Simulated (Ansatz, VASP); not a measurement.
# Si3N4 in two plane-wave programs

One calculation is typed for both programs; each brings its own data sets and cutoff. How far apart do they land?

Program: Ansatz 0.2.0. Level of theory: plane waves, with VASP 6.6.1 beside it; single point at PBE. Results are calculated unless marked as measured.

**1. Starting point**

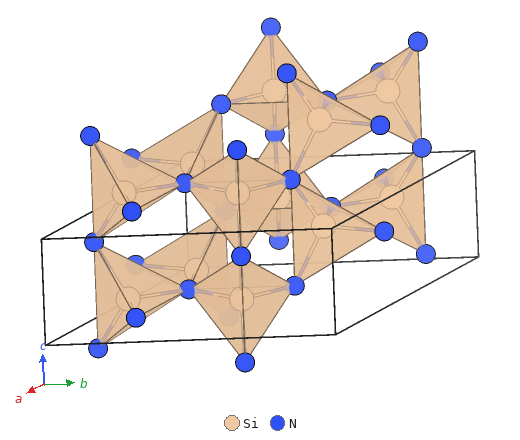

The cell as given, slightly off an axis (silicon light orange, nitrogen blue). 1×1×2 cells are drawn. Some periodic images of atoms are drawn too.

Structure file:

```xyz
14
Lattice="7.6044 0.0000 0.0000 -3.8022 6.5856 0.0000 0.0000 0.0000 2.9063" Properties=species:S:1:pos:R:3 pbc="T T T"
Si   -0.2166    2.6743    2.1797
Si    2.2077    1.5247    0.7266
Si   -1.3779    5.4360    2.1797
Si    4.0188    3.9113    0.7266
Si    1.5945    5.0609    2.1797
Si    5.1801    1.1496    0.7266
N     0.0000    4.3904    2.1797
N     3.8022    2.1952    0.7266
N     1.3716    1.9740    2.1797
N    -1.4069    6.3847    0.7266
N     4.8259    4.4108    2.1797
N     2.4306    4.6116    0.7266
N     5.2091    0.2009    2.1797
N    -1.0237    2.1748    0.7266
```

**2. VASP: single point, PBE**

With cell and atoms fixed, the geometry can't cause a difference; cores, projectors, grids and the points listed under the comparison can.

Lines of VASP's logs that name or quote its potential files are left out, and so is its time.

INCAR

```
SYSTEM = Si3N4
PREC = Accurate
ENCUT = 520
EDIFF = 1E-07
NELM = 100
ISMEAR = 0
SIGMA = 0.01
LREAL = .FALSE.
ALGO = Normal
GGA = PE
NBANDS = 46
LORBIT = 11
LWAVE = .FALSE.
LCHARG = .FALSE.
KPAR = 4
```

POSCAR

```
Si3N4
1.0
    7.6044000000      0.0000000000      0.0000000000
   -3.8022000000      6.5856035805      0.0000000000
    0.0000000000      0.0000000000      2.9063000000
Si N
6 8
Direct
    0.1745570000      0.4060800000      0.7500000000
    0.4060800000      0.2315230000      0.2500000000
    0.2315230000      0.8254430000      0.7500000000
    0.8254430000      0.5939200000      0.2500000000
    0.5939200000      0.7684770000      0.7500000000
    0.7684770000      0.1745570000      0.2500000000
    0.3333333333      0.6666666667      0.7500000000
    0.6666666667      0.3333333333      0.2500000000
    0.3302400000      0.2997400000      0.7500000000
    0.2997400000      0.9695000000      0.2500000000
    0.9695000000      0.6697600000      0.7500000000
    0.6697600000      0.7002600000      0.2500000000
    0.7002600000      0.0305000000      0.7500000000
    0.0305000000      0.3302400000      0.2500000000
```

KPOINTS

```
Automatic mesh
0
Gamma
3 3 7
0 0 0
```

PAW data sets: Si and N (PBE family, release 64).

On the command line:

```console
> mpirun -np 4 vasp_std
```

Numbers of over 12 decimals in the logs are rounded to 6 here.

Log:

```text
[banner, memory and clock lines left out]
running    4 mpi-ranks, on    1 nodes
 distrk:  each k-point on    1 cores,    4 groups
 distr:  one band on    1 cores,    1 groups

 POSCAR found type information on POSCAR SiN
 POSCAR found :  2 types and      14 ions
 LDA part: xc-table for (Slater+PW92), standard interpolation
 POSCAR, INCAR and KPOINTS ok, starting setup
 FFT: planning ... GRIDC
 FFT: planning ... GRID_SOFT
 FFT: planning ... GRID
 WAVECAR not read
 entering main loop
       N       E                     dE             d eps       ncg     rms          rms(c)
DAV:   1     0.282969586390E+03    0.28297E+03   -0.31720E+04  1104   0.129E+03
DAV:   2    -0.107955406867E+03   -0.39092E+03   -0.37178E+03  1406   0.278E+02
DAV:   3    -0.130946769380E+03   -0.22991E+02   -0.22842E+02  1408   0.702E+01
DAV:   4    -0.131290748330E+03   -0.34398E+00   -0.34305E+00  1384   0.921E+00
DAV:   5    -0.131298846603E+03   -0.80983E-02   -0.80901E-02  1384   0.135E+00    0.296E+01
DAV:   6    -0.114619363526E+03    0.16679E+02   -0.56965E+01  1352   0.302E+01    0.133E+01
DAV:   7    -0.114532497270E+03    0.86866E-01   -0.31713E+00  1384   0.721E+00    0.630E+00
DAV:   8    -0.114485396251E+03    0.47101E-01   -0.17109E-01  1346   0.197E+00    0.222E+00
DAV:   9    -0.114484263416E+03    0.11328E-02   -0.40069E-02  1384   0.102E+00    0.313E-01
DAV:  10    -0.114486140548E+03   -0.18771E-02   -0.37622E-03  1274   0.266E-01    0.177E-01
DAV:  11    -0.114486904157E+03   -0.76361E-03   -0.95229E-04  1268   0.155E-01    0.275E-02
DAV:  12    -0.114486939808E+03   -0.35651E-04   -0.50934E-05  1360   0.389E-02    0.111E-02
DAV:  13    -0.114486957766E+03   -0.17958E-04   -0.20041E-05  1266   0.210E-02    0.505E-03
DAV:  14    -0.114486961187E+03   -0.34213E-05   -0.30043E-06  1352   0.925E-03    0.319E-03
DAV:  15    -0.114486962134E+03   -0.94678E-06   -0.19601E-06  1280   0.553E-03    0.218E-03
DAV:  16    -0.114486962062E+03    0.71827E-07   -0.77758E-08  1016   0.156E-03
   1 F= -.11448696E+03 E0= -.11448696E+03  d E =-.187528E-71
```

From OUTCAR (step 2):

```text
ion  position               nearest neighbor table
   1  0.175  0.406  0.750-   7 1.73  14 1.74  14 1.74   9 1.74   3 3.00   5 3.00   6 3.05   6 3.05
                             2 3.05   2 3.05
   2  0.406  0.232  0.250-   8 1.73   9 1.74   9 1.74  10 1.74   4 3.00   6 3.00   3 3.05   3 3.05
                             1 3.05   1 3.05
   3  0.232  0.825  0.750-   7 1.73  10 1.74  10 1.74  11 1.74   1 3.00   5 3.00   2 3.05   2 3.05
                             4 3.05   4 3.05
   4  0.825  0.594  0.250-   8 1.73  11 1.74  11 1.74  12 1.74   6 3.00   2 3.00   3 3.05   3 3.05
                             5 3.05   5 3.05
   5  0.594  0.768  0.750-   7 1.73  12 1.74  12 1.74  13 1.74   1 3.00   3 3.00   6 3.05   6 3.05
                             4 3.05   4 3.05
   6  0.768  0.175  0.250-   8 1.73  13 1.74  13 1.74  14 1.74   4 3.00   2 3.00   5 3.05   5 3.05
                             1 3.05   1 3.05
   7  0.333  0.667  0.750-   3 1.73   1 1.73   5 1.73
   8  0.667  0.333  0.250-   6 1.73   4 1.73   2 1.73
   9  0.330  0.300  0.750-   2 1.74   2 1.74   1 1.74
  10  0.300  0.969  0.250-   3 1.74   3 1.74   2 1.74
  11  0.969  0.670  0.750-   4 1.74   4 1.74   3 1.74
  12  0.670  0.700  0.250-   5 1.74   5 1.74   4 1.74
  13  0.700  0.031  0.750-   6 1.74   6 1.74   5 1.74
  14  0.031  0.330  0.250-   1 1.74   1 1.74   6 1.74

  LATTYP: Found a hexagonal cell.
 ALAT       =     7.6044000000
 C/A-ratio  =     0.3821866288

 Subroutine GETGRP returns: Found 12 space group operations
 (whereof  6 operations were pure point group operations)

The static configuration has the point symmetry S_6 .
 The point group associated with its full space group is C_6h.

 Found     12 irreducible k-points:

   k-points           NKPTS =     12   k-points in BZ     NKDIM =     12   number of bands    NBANDS=     46

   dimension x,y,z NGX =    60 NGY =   60 NGZ =   24
   dimension x,y,z NGXF=   120 NGYF=  120 NGZF=   48

   ENCUT  =  520.0 eV  38.22 Ry    6.18 a.u.  14.14 14.14  5.40*2*pi/ulx,y,z

   NELECT =      64.0000    total number of electrons

 k-points in reciprocal lattice and weights: Automatic mesh
   0.00000000  0.00000000  0.00000000       0.016
   0.33333333 -0.00000000  0.00000000       0.095
   0.33333333  0.33333333  0.00000000       0.032
   0.00000000  0.00000000  0.14285714       0.032
   0.33333333 -0.00000000  0.14285714       0.190
   0.33333333  0.33333333  0.14285714       0.063
   0.00000000  0.00000000  0.28571429       0.032
   0.33333333 -0.00000000  0.28571429       0.190
   0.33333333  0.33333333  0.28571429       0.063
   0.00000000  0.00000000  0.42857143       0.032
   0.33333333 -0.00000000  0.42857143       0.190
   0.33333333  0.33333333  0.42857143       0.063

 average (electrostatic) potential at core
       1 -82.2783       2 -82.2783       3 -82.2783       4 -82.2783       5 -82.2783
       6 -82.2783       7 -60.4921       8 -60.4921       9 -60.8462      10 -60.8462
      11 -60.8462      12 -60.8462      13 -60.8462      14 -60.8462

 E-fermi :   6.9050

 k-point     1 :       0.0000    0.0000    0.0000
  band No.  band energies     occupation
    ...
     28       5.4872      2.00000
     29       5.4872      2.00000
     30       6.3223      2.00000
     31       6.3826      2.00000
     32       6.5865      2.00000
     33      11.0957      0.00000
     34      11.5355      0.00000
     35      11.6716      0.00000
     36      11.6716      0.00000
     37      11.9986      0.00000
    ...

 k-point     2 :       0.3333   -0.0000    0.0000
  band No.  band energies     occupation
    ...
     28       5.1409      2.00000
     29       5.4232      2.00000
     30       6.1111      2.00000
     31       6.4096      2.00000
     32       6.5554      2.00000
     33      11.3343      0.00000
     34      11.4729      0.00000
     35      11.7012      0.00000
     36      11.9369      0.00000
     37      12.3790      0.00000
    ...

 k-point     3 :       0.3333    0.3333    0.0000
  band No.  band energies     occupation
    ...
     28       5.1762      2.00000
     29       5.6310      2.00000
     30       5.6310      2.00000
     31       6.4970      2.00000
     32       6.4970      2.00000
     33      11.4772      0.00000
     34      11.6268      0.00000
     35      11.6268      0.00000
     36      12.3481      0.00000
     37      12.3481      0.00000
    ...

  Total        4.7493466      4.7493466      4.8213709      0.0000000      0.0000000      0.0000000
  in kB       52.2809496     52.2809496     53.0737956      0.0000001      0.0000000      0.0000000
  external PRESSURE =      52.5452316 kB  Pullay stress =       0.0000000 kB

  energy-cutoff  :      520.00
  volume of cell :      145.55
      direct lattice vectors                 reciprocal lattice vectors
     7.604400000  0.000000000  0.000000000     0.131502814  0.075923185  0.000000000
    -3.802200000  6.585603580  0.000000000     0.000000000  0.151846370  0.000000000
     0.000000000  0.000000000  2.906300000     0.000000000  0.000000000  0.344080102

 POSITION                                       TOTAL-FORCE (eV/Angst)
 -----------------------------------------------------------------------------------
     -0.21660      2.67428      2.17972        -0.006389      0.023497     -0.000000
      2.20770      1.52472      0.72657         0.017155      0.017282      0.000000
     -1.37791      5.43604      2.17972         0.023544     -0.006216     -0.000000
      4.01880      3.91132      0.72657         0.006389     -0.023497      0.000000
      1.59450      5.06088      2.17972        -0.017155     -0.017282     -0.000000
      5.18011      1.14956      0.72657        -0.023544      0.006216      0.000000
     -0.00000      4.39040      2.17972         0.000000      0.000000     -0.000000
      3.80220      2.19520      0.72657         0.000000      0.000000     -0.000000
      1.37161      1.97397      2.17972        -0.048305     -0.005429     -0.000000
     -1.40689      6.38474      0.72657        -0.028854      0.039119      0.000000
      4.82590      4.41077      2.17972         0.019451      0.044548      0.000000
      2.43059      4.61163      0.72657         0.048305      0.005429      0.000000
      5.20909      0.20086      2.17972         0.028854     -0.039119     -0.000000
     -1.02370      2.17483      0.72657        -0.019451     -0.044548     -0.000000
 -----------------------------------------------------------------------------------
    total drift:                                0.000000      0.000000      0.000000

  FREE ENERGIE OF THE ION-ELECTRON SYSTEM (eV)
  ---------------------------------------------------
  free  energy   TOTEN  =      -114.4869620622 eV

  energy  without entropy=     -114.4869620622  energy(sigma->0) =     -114.48696206

 total charge
# of ion       s       p       d       tot
------------------------------------------
    1        0.676   0.978   0.000   1.654
    2        0.676   0.978   0.000   1.654
    3        0.676   0.978   0.000   1.654
    4        0.676   0.978   0.000   1.654
    5        0.676   0.978   0.000   1.654
    6        0.676   0.978   0.000   1.654
    7        1.224   2.744   0.000   3.968
    8        1.224   2.744   0.000   3.968
    9        1.220   2.733   0.000   3.954
   10        1.220   2.733   0.000   3.954
   11        1.220   2.733   0.000   3.954
   12        1.220   2.733   0.000   3.954
   13        1.220   2.733   0.000   3.954
   14        1.220   2.733   0.000   3.954
--------------------------------------------------
tot         13.829  27.756   0.000  41.585

[... 3 further parts left out ...]
```

The run ends at a pressure of 5.25 GPa, with forces up to 0.049 eV/Å.

**3. Ansatz: single point, PBE**

Ansatz runs on its default PAW (the set named soft_2) files.

The same cell, functional, mesh and smearing now go to Ansatz, which takes its cutoff from its data sets.

input.yaml

```yaml
crystal:
  lattice:
    - [7.6044, 0.0, 0.0]
    - [-3.8022, 6.5856035805, 0.0]
    - [0.0, 0.0, 2.9063]
  atoms:
    - { symbol: Si, position: [0.174557, 0.40608, 0.75] }
    - { symbol: Si, position: [0.40608, 0.231523, 0.25] }
    - { symbol: Si, position: [0.231523, 0.825443, 0.75] }
    - { symbol: Si, position: [0.825443, 0.59392, 0.25] }
    - { symbol: Si, position: [0.59392, 0.768477, 0.75] }
    - { symbol: Si, position: [0.768477, 0.174557, 0.25] }
    - { symbol: "N", position: [0.3333333333, 0.6666666667, 0.75] }
    - { symbol: "N", position: [0.6666666667, 0.3333333333, 0.25] }
    - { symbol: "N", position: [0.33024, 0.29974, 0.75] }
    - { symbol: "N", position: [0.29974, 0.9695, 0.25] }
    - { symbol: "N", position: [0.9695, 0.66976, 0.75] }
    - { symbol: "N", position: [0.66976, 0.70026, 0.25] }
    - { symbol: "N", position: [0.70026, 0.0305, 0.75] }
    - { symbol: "N", position: [0.0305, 0.33024, 0.25] }
hamiltonian:
  xc: pbe
  pseudopotentials: { kind: paw }
kpoints:
  mp_grid: { grid: [3, 3, 7] }
scf:
  occupations: { method: gaussian, width: 0.01 }
  n_extra_bands: 7
output:
  forces: true
  stress: true
  eigenvalues: true
  write_density: true
  write_potential: true
  elf: true
  volumetric_format: npy
```

On the command line:

```console
> ansatz run input.yaml --threads 4 --pin off --max-ram 9216MiB --backend cpu --events-out ev --progress --plain --runs-dir out
```

Log:

```text
scf.n_extra_bands = 7 over 32 filled bands (N_el = 64.0): the run solves 39 bands
Engine: ansatz 0.2.0, aarch64-unknown-linux-gnu
Pseudopotentials: kind: paw
Pseudopotential: Si, paw, valence charge 4, recommended cutoff 420 eV (normal), Si.paw.azcp
Pseudopotential: N, paw, valence charge 5, recommended cutoff 420 eV (normal), N.paw.azcp
Functional definition: PBE
  parameter kappa = 0.804
  parameter beta = 0.066725
  exchange = pbe_x(kappa = kappa, mu = beta*pi^2/3)
  correlation = pbe_c(beta = beta)
Crystal: 14 atoms, lattice volume = 145.546 Å³
Basis set: ecut = 420 eV, 2823 PW (Γ), exchange–correlation on 108×108×40 points (8 copies of the dense FFT grid, shifted against one another)
Bands: 39, of which v1, the nominal top of the filled ones, is band 32 counted from 1 (31 counted from 0)
Symmetry: 12 space group operations
Space group: P63/m (ITA 176), of the structure as read, at distance tolerance 5.3e-5 Å
k-points: 12 of 63
Non-local potential: Si, projectors of the file, l = 0: 2, l = 1: 2, l = 2: 2
Non-local potential: N, projectors of the file, l = 0: 2, l = 1: 2, l = 2: 1
PAW form: soft (Blöchl's): semilocal exchange-correlation on the pseudo side does not see the compensation charge
PAW one-centre angular grid: Si, 110 points (default); XC on 64 Gauss nodes
PAW one-centre angular grid: N, 110 points (default); XC on 64 Gauss nodes
Initial density: superposition of atomic densities (neutral atoms: chi_scale 0, normalization atom), corrected by the library's trained network
Initial wavefunctions: pseudopotential atomic-orbital guess
Functional: x = pbe(κ = 0.804, μ = 0.219515), c = pbe(β = 0.066725)
SCF iter   1: F=—  HF=-6901.750849 eV  |F-HF|=—  |Δ(HF+E_count)|=         —  Δρ=1.53e-3  dr2=1.19e-3  ethr=1.77e-3  ⟨swp⟩=10.4  Hψ=2659  notcnv=0
preconditioner: auto → Resta (q_TF=auto, 2.379 Å⁻¹)  ε∞=4.5  [insulator: Δε(μ)=4.335 eV  Ē_g=13.240 eV  σ=0.010 eV  W_gap=1.00  n_scr=32 (ndim 8)  ℏωp=24.6 eV  f_vac=0.034  D(μ)=0.00/eV (n_scr^D=0)  ε∞_Penn≈4.5]
SCF iter   2: F=—  HF=-6901.751818 eV  |F-HF|=—  |Δ(HF+E_count)|=   9.69e-4  Δρ=8.42e-4  dr2=3.83e-4  ethr=1.85e-6  ⟨swp⟩=3.3  Hψ=1260  notcnv=0  defer=23
SCF iter   3: F=—  HF=-6901.752651 eV  |F-HF|=—  |Δ(HF+E_count)|=   8.32e-4  Δρ=2.52e-4  dr2=7.97e-5  ethr=5.98e-7  ⟨swp⟩=2.0  Hψ=890  notcnv=0  defer=23
SCF iter   4: F=—  HF=-6901.752590 eV  |F-HF|=—  |Δ(HF+E_count)|=   6.04e-5  Δρ=5.94e-5  dr2=8.76e-6  ethr=1.24e-7  ⟨swp⟩=2.0  Hψ=731  notcnv=0  defer=23
SCF iter   5: F=—  HF=-6901.752595 eV  |F-HF|=—  |Δ(HF+E_count)|=   5.13e-6  Δρ=1.87e-5  dr2=1.27e-6  ethr=1.37e-8  ⟨swp⟩=2.4  Hψ=742  notcnv=0  defer=23
SCF iter   6: F=-6901.752597 eV  HF=-6901.752597 eV  |F-HF|=1.01e-7  |Δ(HF+E_count)|=   1.73e-6  Δρ=7.53e-6  dr2=7.78e-8  ethr=1.56e-10  ⟨swp⟩=14.3  Hψ=3940  notcnv=0
SCF 1 converged in 6 iterations: F = -6901.752597 eV  dr2 = 7.78e-8
  greatest PAW one-centre occupation: 0.792 electrons in one spin orbital (limit 2), on the N atom at site 7 (counted from 0), in its partial waves of l = 0
SCF converged after 6 iterations
Free energy (F): -6901.752597 eV
Harris-Foulkes:  -6901.752597 eV  (|F-HF|=1.01e-7)
Internal energy: -6901.752597 eV  (E = F + TS)
E sigma→0 (E₀):  -6901.752597 eV
Fermi energy:    10.461075 eV
--- Per-component energies (eV) ---
  E_band       = 63.928057
  E_kinetic    = 1354.926067
  E_local      = -2153.037852  (includes V_loc(G=0)·N_el)
  E_nonlocal   = 510.374605
  E_hartree    = 719.761170
  E_xc         = -827.946703
  E_vxc        = -913.335984  (∫ρ·V_xc dr)
  E_paw        = -4100.878347  (= ΣΔE_a)
  E_vpaw       = -174.521992  (= ΣTr[D̂ρ^β])
  E_aug_tail   = 0.000832  (compensation charges beyond the density's cutoff)
  E_ewald      = -2404.952369
  E_smearing   = -0.000000  (= −TS)
  E_closure    = -0.000000  (closes the sum)
  Σ components = -6901.752597   (vs F -6901.752597, Δ=0.00e0)
--- Forces (eV/Å), atoms counted from 1 ---
  atom   1  Si    -0.00916435     0.02362608    -0.00000000
  atom   2  Si     0.01587861     0.01974960     0.00000000
  atom   3  Si     0.02504296    -0.00387648     0.00000000
  atom   4  Si     0.00916435    -0.02362608     0.00000000
  atom   5  Si    -0.01587861    -0.01974960    -0.00000000
  atom   6  Si    -0.02504296     0.00387648    -0.00000000
  atom   7  N     -0.00000000     0.00000000     0.00000000
  atom   8  N      0.00000000    -0.00000000    -0.00000000
  atom   9  N     -0.04609269    -0.00428381    -0.00000000
  atom  10  N     -0.02675623     0.03777553    -0.00000000
  atom  11  N      0.01933645     0.04205934    -0.00000000
  atom  12  N      0.04609269     0.00428381     0.00000000
  atom  13  N      0.02675623    -0.03777553     0.00000000
  atom  14  N     -0.01933645    -0.04205934     0.00000000
  max |Σ_I F_I| component: 6.94e-18 eV/Å
--- Stress (GPa, compression-positive) ---
        5.531640       0.000002      -0.000000
       -0.000002       5.531640       0.000000
       -0.000000       0.000000       5.658174
  P = ⅓ Tr σ = 5.5738 GPa (55.738 kbar)
--- Band table (eV; the first three rows and the last of 12) ---
  k-point 0: bands = [... 28 lower, 7.0091, 7.8378, 7.8976, 8.1025, 12.6274, 13.0416, 13.1982, 13.1982, ... 3 higher]
  k-point 1: bands = [... 28 lower, 7.0387, 7.0610, 7.2962, 8.2948, 13.8201, 14.0556, 14.1840, 14.1840, ... 3 higher]
  k-point 2: bands = [... 28 lower, 6.5911, 6.9262, 6.9262, 8.1407, 13.7273, 13.7273, 14.7711, 14.7711, ... 3 higher]
  k-point 11: bands = [... 28 lower, 6.7594, 6.9760, 7.2364, 7.2364, 13.3871, 13.3871, 13.8903, 14.2820, ... 3 higher]
```

It took 2.9 s on 4 threads of Arm Neoverse V1, shared host; peak memory 0.43 GiB; 9.2 s of CPU time.

The column dr2 measures how far the density is from self-consistency, as an energy; F and HF (Harris–Foulkes) agree once it is small.

The run ends at a pressure of 5.57 GPa, with forces up to 0.046 eV/Å.

**4. Comparison**

Known differences besides the PAW data sets themselves: the cutoff is 420 eV in Ansatz and 520 eV in VASP; VASP leaves aspherical gradient terms in its spheres out (LASPH is not set), Ansatz keeps them. Total energies have different zeros and are not compared.

Compared:

```tsv
quantity	Ansatz	VASP	difference
pressure (GPa)	5.57	5.25	+0.32
gap on the k mesh (eV)	4.333	4.316	+0.017
```

Forces on 10 of the 14 atoms, picked by the larger force of the two programs (eV/Å; atoms numbered as in POSCAR):

```tsv
atom	Ansatz x, y, z	VASP x, y, z
Si1	-0.009, 0.024, 0.000	-0.006, 0.023, 0.000
Si2	0.016, 0.020, 0.000	0.017, 0.017, 0.000
Si4	0.009, -0.024, 0.000	0.006, -0.023, 0.000
Si5	-0.016, -0.020, 0.000	-0.017, -0.017, 0.000
N9	-0.046, -0.004, 0.000	-0.048, -0.005, 0.000
N10	-0.027, 0.038, 0.000	-0.029, 0.039, 0.000
N11	0.019, 0.042, 0.000	0.019, 0.045, 0.000
N12	0.046, 0.004, 0.000	0.048, 0.005, 0.000
N13	0.027, -0.038, 0.000	0.029, -0.039, 0.000
N14	-0.019, -0.042, 0.000	-0.019, -0.045, 0.000
```

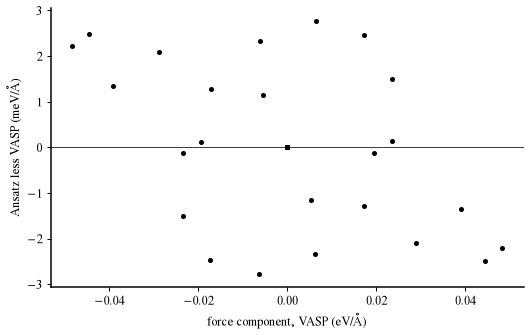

Difference of the force components against their size.

The forces differ by 1.4 meV/Å r.m.s., which is 6.9 % of the r.m.s. force of 0.02 eV/Å (both taken over all components). Ansatz's pressure holds a Pulay correction of 0.47 GPa; VASP's holds none.

**5. Summary of results**

- difference in gap on the k mesh (single point, PBE): 0.017 eV

What this shows: The difference in gap on the k mesh is 0.017 eV (single point, PBE), within the 0.08 eV picked in this series as the mark of a large difference. How closely two codes agree says nothing of how well the functional describes the real material.

[Lines on the potential files, build, host, timing and source positions are cut from VASP's logs without a mark.]

[Logs are printed without paths, hosts, clocks, repeated set-up lines and the standing remarks that a program may print on its own settings, such as how far it seeks lower states.]

[Hosts, paths, dates, database ids (printed as entryN), source tags and the programs' standing remarks are cut or masked in the printed files.]
